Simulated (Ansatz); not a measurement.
# What BeGa2 (built on the sites of a database entry of SrGa2) distorts into, part 3 of 3

Which phase does BeGa2 (built on the sites of a database entry of SrGa2) fall into along its unstable mode, and how much energy does it gain?

Ansatz 0.2.0; DFT LDA, scalar-relativistic, plane waves, norm-conserving pseudopotentials.

So far. Step 5 (Energy along the mode, all amplitudes (two of the runs …): The lowest of the steps tried is at 0.45 Å, 16.5 meV/atom below the parent; the bottom of the well need not coincide with a step. Step 7 (The new phase in its own primitive cell): The largest force component left is 0.28 meV/Å and the pressure is 0.002 GPa, within the tolerances set. The cell now holds 15.54 Å³/atom. The relaxed cell has a, b, c = 3.840, 8.830, 5.500 Å (conventional setting).

The structure was built from a prototype and need not be the compound's stable phase.

### Step 8. Modes of the new phase, k-mesh 10×10×8

A relaxed structure may still be a saddle point, so its zone-centre modes are computed. No field response is asked, since the mesh shows no gap.

input.yaml

```yaml
crystal:
  lattice:
    - [1.9200754561, -4.4148556616, 0.0]
    - [1.9200754561, 4.4148556616, 0.0]
    - [0.0, 0.0, 5.4995767528]
  atoms:
    - { symbol: Be, position: [0.1406499888, 0.8593500112, 0.75] }
    - { symbol: Be, position: [0.8593500112, 0.1406499888, 0.25] }
    - { symbol: Ga, position: [0.3567302533, 0.6432697467, 0.5019776996] }
    - { symbol: Ga, position: [0.3567302533, 0.6432697467, 0.9980223004] }
    - { symbol: Ga, position: [0.6432697467, 0.3567302533, 0.4980223004] }
    - { symbol: Ga, position: [0.6432697467, 0.3567302533, 0.0019776996] }
kpoints:
  mp_grid: { grid: [10, 10, 8] }
hamiltonian:
  xc: lda
  pseudopotentials: { kind: nc }
scf:
  occupations: { method: methfessel_paxton, width: 0.2 }
output:
  eigenvalues: true
phonons:
  method: dfpt
```

Command:

```console
ansatz run input.yaml --threads 8 --pin off --max-ram 14336MiB --backend cpu --events-out ev --progress --plain --runs-dir out
```

The log of the run:

```text
zone centre: on kpoints.mp_grid the ground state, and the responses unless they are solved on pairs of k-points, stand on 227 of the mesh's 800 k-points, reduced under 2 symmetry operations, with k and −k counted as one. Each operation leaves every solved displacement unchanged or reverses it
[...]
Crystal: 6 atoms, lattice volume = 93.238 Å³
Basis set: ecut = 1197.300995 eV, 8817 PW (Γ), exchange–correlation on 120×120×128 points (8 copies of the dense FFT grid, shifted against one another)
Bands: 36, of which v1, the nominal top of the filled ones, is band 30 counted from 1 (29 counted from 0)
Symmetry: 8 space group operations
k-points: 227 of 800 (irreducible under 2 space group operations, time reversal used)
[...]
SCF iter   1: F=—  HF=-9063.798886 eV  |F-HF|=—  |Δ(HF+E_count)|=         —  Δρ=4.39e-2  dr2=2.65e0  ethr=3.10e-3  ⟨swp⟩=7.0  Hψ=35257  notcnv=0
[...]
SCF iter  11: F=-9062.820805 eV  HF=-9062.820805 eV  |F-HF|=1.82e-12  |Δ(HF+E_count)|=    0.00e0  S|Δr|=    0.00e0  Δρ=1.06e-7  dr2=9.35e-12  ethr=1.00e-12  ⟨swp⟩=9.3  Hψ=45441  notcnv=0
SCF 1 converged in 11 iterations: F = -9062.820805 eV  dr2 = 9.35e-12
DFPT response loops at Γ: preconditioner auto → Kerker (q_TF=auto, 2.535 Å⁻¹) (partly filled bands, converged f_vac=0.003); β = 1.00, the filter's whole step (`scf.mixing.beta` (0.50) is not read by the response loops under this deck's `scf.mixing.preconditioner`; to damp them name `kerker` or `kerker_dos`, under which they read `scf.mixing.beta`, and type it under 1.00, their step now; both keys bind the ground state too); Broyden in place of MSR1
SCF converged after 11 iterations
[...]
Free energy (F): -9062.820805 eV
[...]
Internal energy: -9062.819970 eV  (E = F + TS)
E sigma→0 (E₀):  -9062.820596 eV
Entropy (-TS):   -0.000835 eV (-0.139 meV/atom)
Fermi energy:    9.623852 eV
[...]
--- Band table (eV; the first three rows and the last of 227) ---
  k-point 0: bands = [... 26 lower, 6.2401, 8.5777, 10.0092, 10.2360, 10.3150, 10.5325, 11.6869, 13.1952, ... 2 higher]
  k-point 1: bands = [... 26 lower, 6.3425, 8.6497, 9.4579, 9.6124, 10.2358, 11.2932, 11.9258, 13.0813, ... 2 higher]
  k-point 2: bands = [... 26 lower, 6.7938, 8.5871, 8.8600, 8.8749, 10.1822, 11.5105, 12.2986, 12.6470, ... 2 higher]
  k-point 226: bands = [... 26 lower, 8.7446, 8.7446, 9.9342, 9.9342, 12.2123, 12.2123, 12.5343, 12.5343, ... 2 higher]
--- Phonons (Γ-DFPT): 6 representative perturbations + reference, on 227 of 800 k-points (Σ response iterations 23) ---
  k mesh reduced under 2 symmetry operations, with k and −k counted as one. Each operation leaves every solved displacement unchanged or reverses it
  ASR residual: 8.203e-5 → 0.000e0 eV/Å²; symmetrization residual: 2.211e-5 eV/Å²
  ASR residual per site (eV/Å²): 8.20e-5 8.20e-5 4.14e-5 4.14e-5 4.14e-5 4.14e-5
  Γ frequencies (cm⁻¹): 0.00 0.00 0.00 75.97 92.96 103.84 109.67 125.89 145.99 148.22 174.84 196.70 287.59 319.30 388.19 414.61 445.99 465.78
  non-analytic LO–TO correction: not included (Born effective charges unavailable; polar crystals: no LO–TO splitting at Γ)
```

The job ended after 4.5 min (8 threads of Arm Neoverse V2, shared host; peak memory 7.9 GiB).

This step gave:

```yaml
sum_rule_residual_before_enforcement: 8.20e-5 eV/Å²
point_group: mmm
highest_optical_mode_at_the_zone_centre_no_lo_to_term: 465.8 cm⁻¹
lowest_optical_zone_centre_mode: 75.97 cm⁻¹
```

Patterns of degenerate modes are one choice out of their space. Modes at Γ, with each element's share of the kinetic energy:

| mode | frequency (cm⁻¹) | symmetry | Be % | Ga % |
| --- | --- | --- | --- | --- |
| 1 | 0.0 | acoustic | 6 | 94 |
| 2 | 0.0 | acoustic | 6 | 94 |
| 3 | 0.0 | acoustic | 6 | 94 |
| 4 | 76.0 | B1u | 1 | 99 |
| 5 | 93.0 | B3g | 1 | 99 |
| 6 | 103.8 | Au | 0 | 100 |
| 7 | 109.7 | B1g | 7 | 93 |
| 8 | 125.9 | Ag | 11 | 89 |
| 9 | 146.0 | B2u | 11 | 89 |
| 10 | 148.2 | B2g | 0 | 100 |
| 11 | 174.8 | Ag | 15 | 85 |
| 12 | 196.7 | B3g | 1 | 99 |
| 13 | 287.6 | B2u | 83 | 17 |
| 14 | 319.3 | Ag | 74 | 26 |
| 15 | 388.2 | B1u | 92 | 8 |
| 16 | 414.6 | B3g | 98 | 2 |
| 17 | 446.0 | B3u | 94 | 6 |
| 18 | 465.8 | B1g | 93 | 7 |

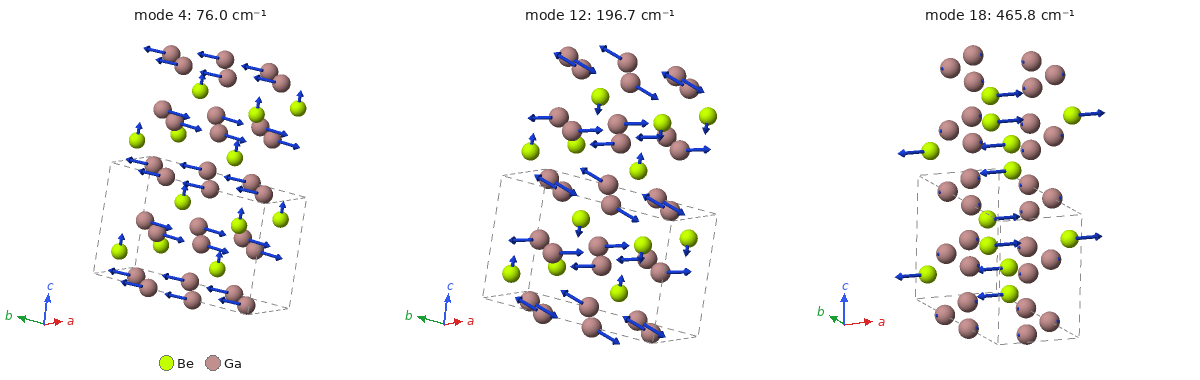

Displacement patterns of modes 4, 12 and 18 at Γ; arrows are exaggerated. 1×1×2 conventional cells are drawn. Some periodic images of atoms are drawn too.

Before it was imposed, the acoustic sum rule was missed by 8.2e-5 eV/Å². Small misses are needed for a sound result but don't prove that mesh and cutoff are converged. The lowest optical mode is real, 76.0 cm⁻¹.

### Step 9. Outcome

```json
{
 "unstable mode of the parent": "q = (0, 0, -0.5), 183i cm⁻¹",
 "depth at the lowest point sampled": "16.5 meV/atom",
 "largest atomic shift at that point": "0.45 Å",
 "space group reached (within 0.01 Å)": "Cmcm",
 "energy gained over the parent (first relaxation, on the mesh of the frozen mode)": "123 meV/atom",
 "volume per atom, phase reached": "15.5 Å³",
 "lowest optical zone-centre mode, phase reached": "76.0 cm⁻¹",
 "highest optical mode at the zone centre (no LO-TO term), phase reached": "466 cm⁻¹"
}
```

In words: Along this mode the structure falls into Cmcm, 123 meV/atom below the parent. At the parent's cell the well is 16.48 meV/atom deep on the steps tried, with its lowest point at a shift of 0.45 Å. Relaxing atoms and cell changes the gain by +107.01 meV/atom against the lowest step (energies at zero smearing). Most of the total comes from this relaxation. The new phase has no imaginary mode at the zone centre of its cell; other wavevectors were not checked. Of the 3 patterns followed to their end from this parent, this one ends 228 meV/atom above the lowest, Fm-3m. Each path keeps the symmetry of its pattern, so a lower phase may lie along a pattern not tried. The q mesh stands for a supercell only 5.1 Å across, so branches between the solved wavevectors are rough. With no gap, or one that is small against the smearing, the frequencies hang on the k mesh and the smearing, most of all near Kohn anomalies. A phonon run warned that its eigensolver left some bands unconverged in a pass. The starting cell was built on a prototype and not taken from a measurement, so the phase need not exist.

[Logs are printed without paths, hosts, clocks, repeated set-up lines and the standing remarks that a program may print on its own settings, such as how far it seeks lower states.]

[Hosts, paths, dates, database ids (printed as entryN), source tags and the programs' standing remarks are cut or masked in the printed files.]
